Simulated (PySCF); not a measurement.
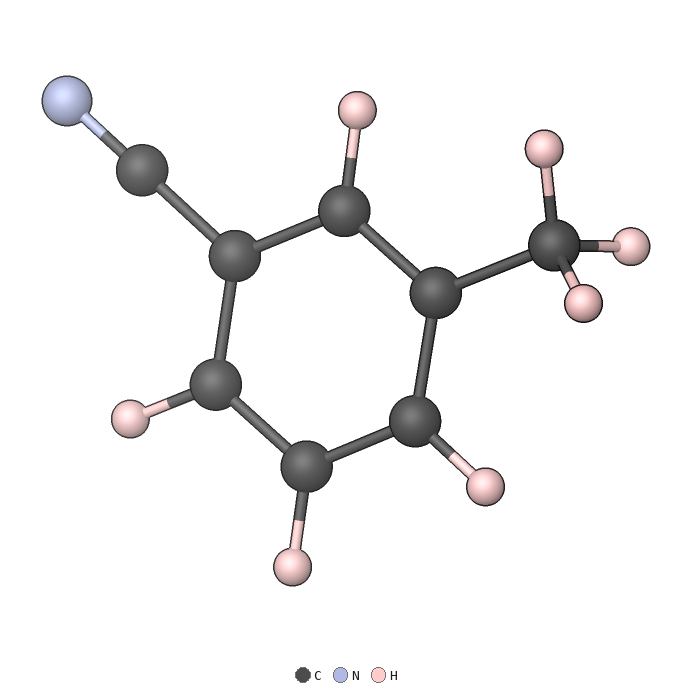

The computed structure is the end point of a PBE0-D3(BJ)/def2-SVP optimisation. No frequency run is at hand to confirm it as a minimum.

Draw it as a skeletal formula.

SMILES: Cc1cccc(C#N)c1

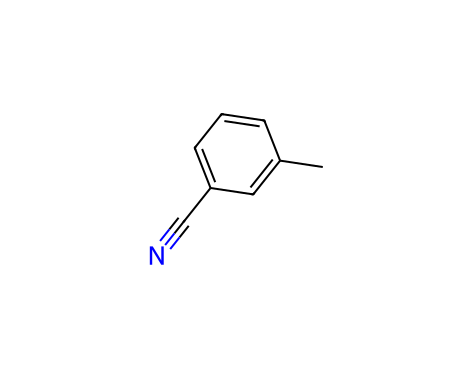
